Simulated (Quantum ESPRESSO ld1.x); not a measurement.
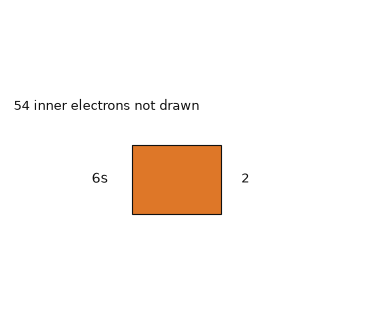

*The outer shells as the input fills them: a box for each of the 2l + 1 orbitals, shaded by the share of the shell that is filled, with the electron count at the right.*

Atomic calculation for Ba

System: Ba, configuration typed as [Xe] 6s2.
Method: radial all-electron Kohn-Sham run of Quantum ESPRESSO ld1.x with rel=1, lsd=2, dft='PW' as typed.

**Input**
```
 &input
    zed=56.0,
    iswitch=1,
    rel=1,
    lsd=2,
    dft='PW',
    config='[Xe] 6s2',
    prefix='ld1',
    max_out_wfc=37,
    file_charge='ld1.rho',
 /
```

Hardware: 1 CPU thread, shared host.

Run as:
```bash
OMP_NUM_THREADS=1 ld1.x < ld1.in > ld1.out
```

**Log**
```
     Program LD1 v.7.5 starts

 %%%%%%%%%%%%%%%%%%%%%%%%%%%%%%%%%%%%%%%%%%%%%%%%%%%%%%%%%%%%%%%%%%%%%%%%%%%%%%
     Error in routine ld1_readin (1):
     lsd not correct
 %%%%%%%%%%%%%%%%%%%%%%%%%%%%%%%%%%%%%%%%%%%%%%%%%%%%%%%%%%%%%%%%%%%%%%%%%%%%%%

     stopping ...
```

**Outcome**

- outcome: refused by the program

**Diagnosis**

This input holds a deliberate fault: lsd out of range. The program refused the input: “Error in routine ld1_readin (1): lsd not correct”.
